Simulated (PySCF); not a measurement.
[Cu(OH)3(H2O)]- (CuH$_{5}$O$_{4}$, charge −1, doublet).

Method: PBE0/def2-SVPD; geometry: GFN2-xTB; program: PySCF. This is a single-reference result, which may miss multireference character in this system. No frequency check shows the geometry to be a minimum. GFN2-xTB bond lengths at metals and heavier atoms can be off by up to 0.1 Å and shapes distorted, which carries into these values. GFN2-xTB doesn't know the spin state, so this open-shell geometry is rough.

Coordinates in Å:

```
Cu1     -0.2235    0.1287   -0.1856
O2      -1.5999   -0.9939   -0.5399
H3      -1.2980   -1.8905   -0.3693
O4      -0.4525    1.0038    1.4454
H5      -1.2962    0.7315    1.8163
O6       1.0472    1.1592   -0.9965
H7       1.2057    1.9405   -0.4604
O8       1.5014   -1.4482    0.4733
H9       1.6798   -1.2047    1.3916
H10      2.2195   -1.0774   -0.0565
```

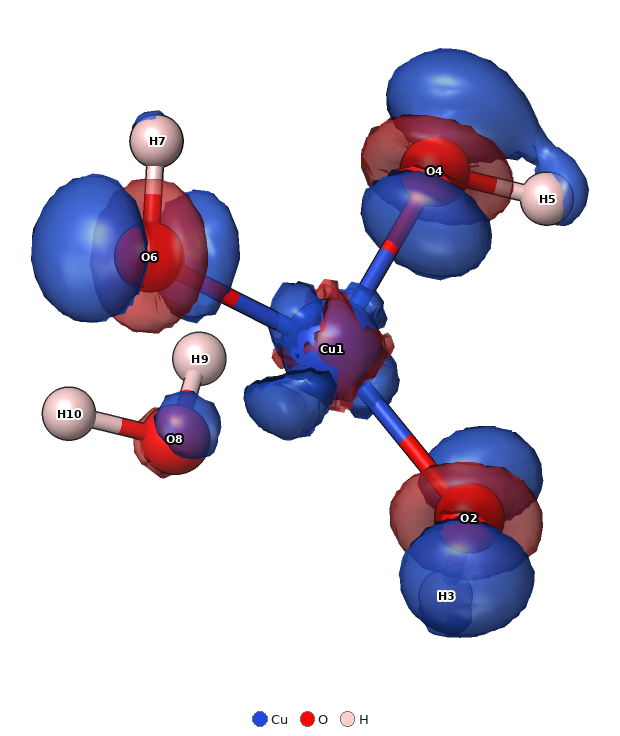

Fukui function f⁻ = ρ(N) − ρ(N−1) at fixed geometry, surfaces at ±0.04 e/Å³ (blue positive, red negative).

Which atoms respond most to the removal of an electron?

f⁻ (Hirshfeld-condensed) is largest on O4 (0.19), O2 (0.17) and O6 (0.17); the vertical detachment energy is 3.65 eV (to the singlet neutral species, which needn't be its lowest state). Condensed values hint at sites of electrophilic attack but needn't mark the atom that reacts. Shares this close don't rank the sites. Orbital relaxation makes it negative in places (0.27 e in all).

| atom | f⁻ | charge |
| --- | --- | --- |
| Cu1 | +0.17 | +0.47 |
| O2 | +0.17 | −0.54 |
| H3 | +0.08 | +0.05 |
| O4 | +0.19 | −0.55 |
| H5 | +0.08 | +0.05 |
| O6 | +0.17 | −0.55 |
| H7 | +0.07 | +0.06 |
| O8 | +0.02 | −0.29 |
| H9 | +0.02 | +0.15 |
| H10 | +0.02 | +0.14 |
